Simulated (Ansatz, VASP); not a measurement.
# Cross-check of SiC (Moissanite 3C) between VASP and Ansatz

One calculation is typed for both programs; each brings its own data sets and cutoff. How far apart do they land?

Main program and level: Ansatz 0.2.0; plane waves, with VASP 6.6.1 beside it; relaxation of cell and atoms at LDA.

## (1) The starting structure

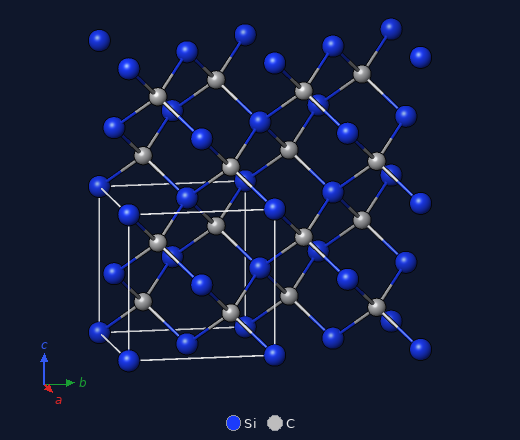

Start, viewed slightly off an axis; silicon blue, carbon light grey. 1×2×2 cells are drawn. This picture shows the conventional cell, with its axes. Bonds to atoms that aren't drawn are left out. Some periodic images of atoms are drawn too.

Structure file:

```xyz
2
Lattice="0.0000 2.1790 2.1790 2.1790 0.0000 2.1790 2.1790 2.1790 0.0000" Properties=species:S:1:pos:R:3 pbc="T T T"
Si    0.0000    0.0000    0.0000
C     3.2685    3.2685    3.2685
```

## (2) VASP: relaxation of cell and atoms, LDA

The relaxed volume is the usual yardstick between codes: its relative difference is about their pressure difference at one cell divided by the bulk modulus.

Lines of VASP's logs that name or quote its potential files are left out, and so is its time.

Input file INCAR:

```
SYSTEM = SiC
PREC = Accurate
ENCUT = 520
EDIFF = 1E-06
NELM = 100
ISMEAR = 0
SIGMA = 0.03
LREAL = .FALSE.
ALGO = Normal
GGA = CA
NBANDS = 10
LORBIT = 11
LWAVE = .FALSE.
LCHARG = .FALSE.
KPAR = 4
IBRION = 2
NSW = 50
ISIF = 3
EDIFFG = -0.01
```

Input file POSCAR:

```
SiC
1.0
    0.0000000000      2.1790000000      2.1790000000
    2.1790000000      0.0000000000      2.1790000000
    2.1790000000      2.1790000000      0.0000000000
Si C
1 1
Direct
    0.0000000000      0.0000000000      0.0000000000
    0.7500000000      0.7500000000      0.7500000000
```

Input file KPOINTS:

```
Automatic mesh
0
Gamma
8 8 8
0 0 0
```

Potentials, in the order of the species: Si and C (LDA family, release 64).

On the command line:

```bash
$ mpirun -np 4 vasp_std
```

Numbers of over 12 decimals in the logs are rounded to 6 here.

The program printed:

```text
[banner, memory and clock lines left out]
running    4 mpi-ranks, on    1 nodes
 distrk:  each k-point on    1 cores,    4 groups
 distr:  one band on    1 cores,    1 groups

 POSCAR found type information on POSCAR SiC
 POSCAR found :  2 types and       2 ions
 LDA part: xc-table for (Slater(with rela. corr.)+CA(PZ))
 , standard interpolation
 POSCAR, INCAR and KPOINTS ok, starting setup
 FFT: planning ... GRIDC
 FFT: planning ... GRID_SOFT
 FFT: planning ... GRID
 WAVECAR not read
 entering main loop
       N       E                     dE             d eps       ncg     rms          rms(c)
DAV:   1     0.140511420512E+01    0.14051E+01   -0.40035E+03   604   0.675E+02
DAV:   2    -0.181112250166E+02   -0.19516E+02   -0.18552E+02   802   0.112E+02
DAV:   3    -0.186697542327E+02   -0.55853E+00   -0.55763E+00   678   0.163E+01
DAV:   4    -0.186721728522E+02   -0.24186E-02   -0.24184E-02   680   0.137E+00
DAV:   5    -0.186721859538E+02   -0.13102E-04   -0.13102E-04   656   0.910E-02    0.906E+00
DAV:   6    -0.167271090372E+02    0.19451E+01   -0.74961E+00   606   0.131E+01    0.399E+00
DAV:   7    -0.166577215837E+02    0.69387E-01   -0.36876E-01   686   0.381E+00    0.179E+00
DAV:   8    -0.166372060300E+02    0.20516E-01   -0.26896E-02   610   0.106E+00    0.177E-01
DAV:   9    -0.166368338717E+02    0.37216E-03   -0.18312E-03   744   0.247E-01    0.948E-02
DAV:  10    -0.166368486935E+02   -0.14822E-04   -0.11399E-04   622   0.715E-02    0.315E-02
DAV:  11    -0.166368489655E+02   -0.27196E-06   -0.37276E-06   670   0.127E-02
   1 F= -.16636849E+02 E0= -.16636849E+02  d E =-.166368E+02
 curvature:   0.00 expect dE= 0.000E+00 dE for cont linesearch  0.000E+00
 trial: gam= 0.00000 g(F)=  0.119E-46 g(S)=  0.195E-01 ort = 0.000E+00 (trialstep = 0.100E+01)
 search vector abs. value=  0.195E-01
 bond charge predicted
       N       E                     dE             d eps       ncg     rms          rms(c)
DAV:   1    -0.166451823413E+02   -0.83336E-02   -0.38190E-01   582   0.440E+00    0.697E-01
DAV:   2    -0.166379038050E+02    0.72785E-02   -0.17515E-02   598   0.760E-01    0.349E-01
DAV:   3    -0.166363355827E+02    0.15682E-02   -0.24877E-03   614   0.304E-01    0.929E-02
DAV:   4    -0.166360817288E+02    0.25385E-03   -0.37165E-04   608   0.959E-02    0.346E-02
DAV:   5    -0.166360754230E+02    0.63058E-05   -0.11408E-05   650   0.225E-02    0.253E-02
DAV:   6    -0.166360748746E+02    0.54845E-06   -0.66789E-07   326   0.662E-03
   2 F= -.16636075E+02 E0= -.16636075E+02  d E =0.774091E-03
 trial-energy change:    0.000774  1 .order    0.001042   -0.019473    0.021557
 step:   0.4844(harm=  0.4746)  dis= 0.00000  next Energy=   -16.641596 (dE=-0.475E-02)
 bond charge predicted
       N       E                     dE             d eps       ncg     rms          rms(c)
DAV:   1    -0.166440436110E+02   -0.79682E-02   -0.99945E-02   582   0.222E+00    0.359E-01
DAV:   2    -0.166421164438E+02    0.19272E-02   -0.47237E-03   594   0.391E-01    0.181E-01
DAV:   3    -0.166417036367E+02    0.41281E-03   -0.63610E-04   616   0.154E-01    0.507E-02
DAV:   4    -0.166416332765E+02    0.70360E-04   -0.10159E-04   604   0.497E-02    0.168E-02
DAV:   5    -0.166416315464E+02    0.17301E-05   -0.29190E-06   634   0.115E-02    0.125E-02
DAV:   6    -0.166416313423E+02    0.20414E-06   -0.17102E-07   296   0.338E-03
   3 F= -.16641631E+02 E0= -.16641631E+02  d E =-.478238E-02
 curvature:  -0.24 expect dE=-0.562E-07 dE for cont linesearch -0.562E-07
 trial: gam=-0.00347 g(F)=  0.252E-47 g(S)=  0.237E-06 ort = 0.679E-04 (trialstep = 0.897E+00)
 search vector abs. value=  0.103E-09
 reached required accuracy - stopping structural energy minimisation
```

Parts of OUTCAR (step 2):

```text
ion  position               nearest neighbor table
   1  0.000  0.000  0.000-   2 1.89   2 1.89   2 1.89   2 1.89
   2  0.750  0.750  0.750-   1 1.89   1 1.89   1 1.89   1 1.89

  LATTYP: Found a face centered cubic cell.
 ALAT       =     4.3580000000

 Subroutine GETGRP returns: Found 24 space group operations
 (whereof 24 operations were pure point group operations)

The static configuration has the point symmetry T_d .

 Found     29 irreducible k-points:

   k-points           NKPTS =     29   k-points in BZ     NKDIM =     29   number of bands    NBANDS=     10

   dimension x,y,z NGX =    24 NGY =   24 NGZ =   24
   dimension x,y,z NGXF=    48 NGYF=   48 NGZF=   48

   ENCUT  =  520.0 eV  38.22 Ry    6.18 a.u.   5.73  5.73  5.73*2*pi/ulx,y,z

   NELECT =       8.0000    total number of electrons

 k-points in reciprocal lattice and weights: Automatic mesh
   0.00000000  0.00000000  0.00000000       0.002
   0.12500000  0.00000000  0.00000000       0.016
   0.25000000  0.00000000  0.00000000       0.016
   0.37500000  0.00000000  0.00000000       0.016
   0.50000000  0.00000000  0.00000000       0.008
   0.12500000  0.12500000  0.00000000       0.012
   0.25000000  0.12500000  0.00000000       0.047
   0.37500000  0.12500000  0.00000000       0.047
   0.50000000  0.12500000  0.00000000       0.047
[...]
-0.37500000  0.50000000  0.12500000       0.023
  -0.25000000  0.50000000  0.25000000       0.012

 average (electrostatic) potential at core
       1 -81.6776       2 -48.7665

 E-fermi :   8.4107

 k-point     1 :       0.0000    0.0000    0.0000
  band No.  band energies     occupation
      1      -7.1879      2.00000
      2       8.2716      2.00000
      3       8.2716      2.00000
      4       8.2716      2.00000
      5      14.7784      0.00000
      6      15.5888      0.00000
      7      15.5888      0.00000
      8      15.5888      0.00000
      9      22.8363      0.00000
    ...

 k-point     2 :       0.1250    0.0000    0.0000
  band No.  band energies     occupation
      1      -6.8778      2.00000
      2       6.7961      2.00000
      3       8.0688      2.00000
      4       8.0688      2.00000
      5      14.8973      0.00000
      6      15.9421      0.00000
      7      15.9421      0.00000
      8      16.1963      0.00000
      9      21.5807      0.00000
    ...

 k-point     3 :       0.2500    0.0000    0.0000
  band No.  band energies     occupation
      1      -5.9689      2.00000
      2       3.9687      2.00000
      3       7.6611      2.00000
      4       7.6611      2.00000
      5      14.3745      0.00000
      6      16.1812      0.00000
      7      16.1812      0.00000
      8      17.6872      0.00000
      9      21.4063      0.00000
    ...

  Total       -0.0018086     -0.0018086     -0.0018086     -0.0000000     -0.0000000      0.0000000
  in kB       -0.1426195     -0.1426195     -0.1426195     -0.0000000     -0.0000000      0.0000000
  external PRESSURE =      -0.1426195 kB  Pullay stress =       0.0000000 kB

  energy-cutoff  :      520.00
  volume of cell :       20.32
      direct lattice vectors                 reciprocal lattice vectors
     0.000000000  2.165792975  2.165792975    -0.230862324  0.230862324  0.230862324
     2.165792975  0.000000000  2.165792975     0.230862324 -0.230862324  0.230862324
     2.165792975  2.165792975  0.000000000     0.230862324  0.230862324 -0.230862324

 POSITION                                       TOTAL-FORCE (eV/Angst)
 -----------------------------------------------------------------------------------
      0.00000      0.00000      0.00000        -0.000000      0.000000     -0.000000
      3.24869      3.24869      3.24869         0.000000     -0.000000      0.000000
 -----------------------------------------------------------------------------------
    total drift:                               -0.000000     -0.000000     -0.000000

  FREE ENERGIE OF THE ION-ELECTRON SYSTEM (eV)
  ---------------------------------------------------
  free  energy   TOTEN  =       -16.6416313423 eV

  energy  without entropy=      -16.6416313423  energy(sigma->0) =      -16.64163134

 reached required accuracy - stopping structural energy minimisation

 total charge
# of ion       s       p       d       tot
------------------------------------------
    1        0.714   0.997   0.000   1.711
    2        0.830   1.728   0.000   2.557
--------------------------------------------------
tot          1.544   2.724   0.000   4.268

[... 3 further parts left out ...]
```

## (3) Ansatz: relaxation of cell and atoms, LDA

Ansatz runs on its default PAW (the set named soft_2) files.

The same cell, functional (in two slightly different forms), mesh and smearing now go to Ansatz, which takes its cutoff from its data sets.

Input file input.yaml:

```yaml
crystal:
  lattice:
    - [0.0, 2.179, 2.179]
    - [2.179, 0.0, 2.179]
    - [2.179, 2.179, 0.0]
  atoms:
    - { symbol: Si, position: [0.0, 0.0, 0.0] }
    - { symbol: C, position: [0.75, 0.75, 0.75] }
hamiltonian:
  xc: lda
  pseudopotentials: { kind: paw }
kpoints:
  mp_grid: { grid: [8, 8, 8] }
scf:
  occupations: { method: gaussian, width: 0.03 }
relax:
  f_tol: 0.01
  max_steps: 60
  cell: { stress_tol: 0.05 }
output:
  forces: true
  stress: true
  write_density: true
  write_potential: true
  elf: true
  volumetric_format: npy
```

On the command line:

```bash
$ ansatz run input.yaml --threads 4 --pin off --max-ram 9216MiB --backend cpu --events-out ev --progress --plain --runs-dir out
```

The program printed:

```text
Engine: ansatz 0.2.0, aarch64-unknown-linux-gnu
Pseudopotentials: kind: paw
Pseudopotential: Si, paw, valence charge 4, recommended cutoff 420 eV (normal), Si.paw.azcp
Pseudopotential: C, paw, valence charge 4, recommended cutoff 420 eV (normal), C.paw.azcp
Functional definition: SPW92
  exchange = slater_x
  correlation = pw_c
Crystal: 2 atoms, lattice volume = 20.692 Å³
Basis set: ecut = 420 eV, 411 PW (Γ)
Bands: 8, of which v1, the nominal top of the filled ones, is band 4 counted from 1 (3 counted from 0)
Symmetry: 24 space group operations
Space group: F-43m (ITA 216), of the structure as read, at distance tolerance 2.7e-5 Å
k-points: 29 of 512 (time reversal used)
Non-local potential: Si, projectors of the file, l = 0: 2, l = 1: 2, l = 2: 2
Non-local potential: C, projectors of the file, l = 0: 2, l = 1: 2, l = 2: 1
PAW form: soft (Blöchl's): semilocal exchange-correlation on the pseudo side does not see the compensation charge
PAW frozen core: Si, regenerated for the run's functional, and the local potential with it (the file was generated under x = pbe(κ = 0.804, μ = 0.219515), c = pbe(β = 0.066725))
PAW frozen core: C, regenerated for the run's functional, and the local potential with it (the file was generated under x = pbe(κ = 0.804, μ = 0.219515), c = pbe(β = 0.066725))
PAW one-centre angular grid: Si, 110 points (default); XC on 64 Gauss nodes
PAW one-centre angular grid: C, 110 points (default); XC on 64 Gauss nodes
Initial density: superposition of atomic densities (neutral atoms: chi_scale 0, normalization atom), corrected by the library's trained network
Initial wavefunctions: pseudopotential atomic-orbital guess
Functional: x = slater, c = lda
SCF iter   1: F=—  HF=-852.197376 eV  |F-HF|=—  |Δ(HF+E_count)|=         —  Δρ=7.61e-3  dr2=1.25e-2  ethr=1.77e-3  ⟨swp⟩=6.0  Hψ=1938  notcnv=0
preconditioner: auto → none  [insulator: Δε(μ)=1.242 eV  Ē_g=13.885 eV  σ=0.030 eV  W_gap=1.00  n_scr=0 (ndim 8)  ℏωp=23.1 eV  f_vac=0.000  D(μ)=0.00/eV (n_scr^D=0)  ε∞_Penn≈3.8]
SCF iter   2: F=—  HF=-852.194022 eV  |F-HF|=—  |Δ(HF+E_count)|=   3.35e-3  Δρ=3.53e-3  dr2=1.28e-3  ethr=1.56e-4  ⟨swp⟩=2.3  Hψ=603  notcnv=0
SCF iter   3: F=—  HF=-852.193679 eV  |F-HF|=—  |Δ(HF+E_count)|=   3.43e-4  Δρ=1.47e-3  dr2=1.76e-4  ethr=1.60e-5  ⟨swp⟩=2.5  Hψ=380  notcnv=0
SCF iter   4: F=—  HF=-852.193636 eV  |F-HF|=—  |Δ(HF+E_count)|=   4.28e-5  Δρ=2.45e-4  dr2=5.38e-6  ethr=2.21e-6  ⟨swp⟩=1.0  Hψ=232  notcnv=0
SCF iter   5: F=—  HF=-852.193636 eV  |F-HF|=—  |Δ(HF+E_count)|=   5.31e-7  Δρ=1.21e-5  dr2=1.28e-8  ethr=6.72e-8  ⟨swp⟩=1.8  Hψ=300  notcnv=0
SCF iter   6: F=-852.193636 eV  HF=-852.193636 eV  |F-HF|=5.47e-11  |Δ(HF+E_count)|=   5.00e-9  Δρ=1.57e-6  dr2=1.88e-10  ethr=1.59e-10  ⟨swp⟩=4.8  Hψ=1100  notcnv=0
SCF 1 converged in 6 iterations: F = -852.193636 eV  dr2 = 1.88e-10
  greatest PAW one-centre occupation: 0.637 electrons in one spin orbital (limit 2), on the C atom at site 1 (counted from 0), in its partial waves of l = 0
relax step   1: F+E_penalty+E_count = -852.19363587 eV  Δ(F+E_penalty+E_count) = +0.000e0 eV  max|allowed force component| = 3.516e-16 eV/Å  Δτ_max = 0.0000 Å  P = -4.427 GPa  Ω = 20.692 Å³  (6 SCF iters, dr2 threshold 1.00e-7 eV, accepted)
[...]
relax step   2: F+E_penalty+E_count = -852.19862081 eV  Δ(F+E_penalty+E_count) = -4.985e-3 eV  max|allowed force component| = 1.318e-16 eV/Å  Δτ_max = 0.0000 Å  P = -2.094 GPa  Ω = 20.474 Å³  energy of the carried Pulay correction = +5.405e-4 eV  (4 SCF iters, dr2 threshold 2.00e-7 eV, accepted)
[...]
relax step   3: F+E_penalty+E_count = -852.20032563 eV  Δ(F+E_penalty+E_count) = -1.705e-3 eV  max|allowed force component| = 6.245e-17 eV/Å  Δτ_max = 0.0000 Å  P = +0.060 GPa  Ω = 20.283 Å³  energy of the carried Pulay correction = +1.021e-3 eV  (4 SCF iters, dr2 threshold 2.00e-7 eV, accepted)
[...]
relax step   4: F+E_penalty+E_count = -852.20031336 eV  Δ(F+E_penalty+E_count) = +1.227e-5 eV  max|allowed force component| = 6.014e-17 eV/Å  Δτ_max = 0.0000 Å  P = -0.000 GPa  Ω = 20.288 Å³  energy of the carried Pulay correction = +1.007e-3 eV  (3 SCF iters, dr2 threshold 8.92e-9 eV, accepted)
[...]
relax step   5: F+E_penalty+E_count = -852.19955364 eV  Δ(F+E_penalty+E_count) = +7.597e-4 eV  max|allowed force component| = 9.021e-17 eV/Å  Δτ_max = 0.0000 Å  P = -0.066 GPa  Ω = 20.288 Å³  stress off target by 6.56e-2 GPa  SCF on the basis re-selected at this cell (its energy is not comparable with the rows above)  (5 SCF iters)
[...]
relax step   6: F+E_penalty+E_count = -852.19956911 eV  Δ(F+E_penalty+E_count) = -1.547e-5 eV  max|allowed force component| = 8.327e-17 eV/Å  Δτ_max = 0.0000 Å  P = +0.000 GPa  Ω = 20.282 Å³  energy of the carried Pulay correction = +1.429e-5 eV  (3 SCF iters, dr2 threshold 1.08e-8 eV, accepted)
[...]
relax step   7: F+E_penalty+E_count = -852.19956911 eV  Δ(F+E_penalty+E_count) = -5.099e-10 eV  max|allowed force component| = 6.939e-17 eV/Å  Δτ_max = 0.0000 Å  P = +0.000 GPa  Ω = 20.282 Å³  stress off target by 1.35e-4 GPa  SCF on the basis re-selected at this cell (its energy is not comparable with the rows above)  (3 SCF iters)
basis re-selected at this cell: Δ(F+E_penalty+E_count) = -5.099e-10 eV, ΔP = +0.000 GPa vs the last step (what re-selecting the basis moved, of the pressure what is left beyond the Pulay correction that the steps carried, after the strain that the cell walked since its last selection, with what the two solves' SCF thresholds leave and, on support functions, any second-order correction that the steps lacked; it is no  [...]
SCF converged after 3 iterations
Free energy (F): -852.199569 eV
Harris-Foulkes:  -852.199569 eV  (|F-HF|=5.68e-13)
Internal energy: -852.199569 eV  (E = F + TS)
E sigma→0 (E₀):  -852.199569 eV
Fermi energy:    10.147364 eV
--- Per-component energies (eV) ---
  E_band       = 28.657077
  E_kinetic    = 136.802945
  E_local      = -105.069817  (includes V_loc(G=0)·N_el)
  E_nonlocal   = 54.183214
  E_hartree    = 31.585399
  E_xc         = -105.072755
  E_vxc        = -109.833808  (∫ρ·V_xc dr)
  E_paw        = -578.086595  (= ΣΔE_a)
  E_vpaw       = -10.596263  (= ΣTr[D̂ρ^β])
  E_aug_tail   = 0.000016  (compensation charges beyond the density's cutoff)
  E_ewald      = -286.689140
  E_core_change = 0.147163  (= ΣΔE_core)
  E_smearing   = -0.000000  (= −TS)
  E_closure    = 0.000000  (closes the sum)
  Σ components = -852.199569   (vs F -852.199569, Δ=0.00e0)
--- Forces (eV/Å), atoms counted from 1 ---
  atom   1  Si    -0.00000000    -0.00000000     0.00000000
  atom   2  C      0.00000000     0.00000000    -0.00000000
  max |Σ_I F_I| component: 5.55e-17 eV/Å
--- Stress (GPa, compression-positive) ---
        0.000135      -0.000000      -0.000000
       -0.000000       0.000135       0.000000
       -0.000000       0.000000       0.000135
  P = ⅓ Tr σ = 0.0001 GPa (0.001 kbar)
--- Band table (eV; the first three rows and the last of 29) ---
  k-point 0: bands = ["-5.9789", "9.4976", "9.4976", "9.4976", "15.9999", "16.8342", "16.8342", "16.8342"]
  k-point 1: bands = ["-5.6682", "8.0217", "9.2953", "9.2953", "16.1297", "17.1876", "17.1876", "17.4305"]
  k-point 2: bands = ["-4.7580", "5.1912", "8.8867", "8.8867", "15.6089", "17.4258", "17.4258", "18.9187"]
  k-point 28: bands = ["-0.5274", "2.4340", "4.3888", "4.7119", "14.6649", "19.0235", "19.0449", "19.2095"]
--- Relaxed structure (5 steps of the walk, 5 accepted, 2 SCFs on fresh bases) ---
  F+E_penalty+E_count = -852.19956911 eV   max|allowed force component| = 6.939e-17 eV/Å   (the final SCF, on the basis selected at the relaxed cell)
  cell:  # Å, volume = 20.2821 Å³
    - [0, 2.164518, 2.164518]
    - [2.164518, 0, 2.164518]
    - [2.164518, 2.164518, 0]
  atoms:
    - { symbol: Si, position: [0, 0, 0] }
    - { symbol: C, position: [0.750000, 0.750000, 0.750000] }
```

Wall time 1.8 s (4 threads of Arm Neoverse V1, shared host); peak memory 0.28 GiB; 5.3 s of CPU time.

## (4) Comparison

Known differences besides the PAW data sets themselves: the two LDA forms differ slightly; both relaxations stop at a tolerance, which leaves soft axes loose, and VASP keeps its plane-wave basis; the cutoff is 420 eV in Ansatz and 520 eV in VASP; Ansatz makes its cores anew for this functional, VASP keeps those of its LDA data sets; Ansatz adds a Pulay correction to the stress that steers its cell, VASP none. Total energies have different zeros and are not compared.

Compared:

| quantity | Ansatz | VASP | difference |
| --- | --- | --- | --- |
| volume (Å³) | 20.28 | 20.32 | -0.18 % |
| edge a after relaxation, in the typed setting (Å) | 3.061 | 3.063 | -0.06 % |

The walks stopped with 0.00 GPa left in Ansatz and -0.01 GPa in VASP; each walk ends within a tolerance, so the volume difference is uncertain by about these residues over the bulk modulus, most in soft cells.

## (5) What came out

```json
{
  "difference in volume (relaxation of cell and atoms, LDA)": "-0.18 %"
}
```

What this shows: The difference in volume is -0.18 % (relaxation of cell and atoms, LDA), within the 1.2 % picked in this series as the mark of a large difference, as far as the stopping tolerances let one tell. Differences of this kind measure data sets and numerical settings, not the functional's error against experiment.

[Lines on the potential files, build, host, timing and source positions are cut from VASP's logs without a mark.]

[Logs are printed without paths, hosts, clocks, repeated set-up lines and the standing remarks that a program may print on its own settings, such as how far it seeks lower states.]

[Hosts, paths, dates, database ids (printed as entryN), source tags and the programs' standing remarks are cut or masked in the printed files.]
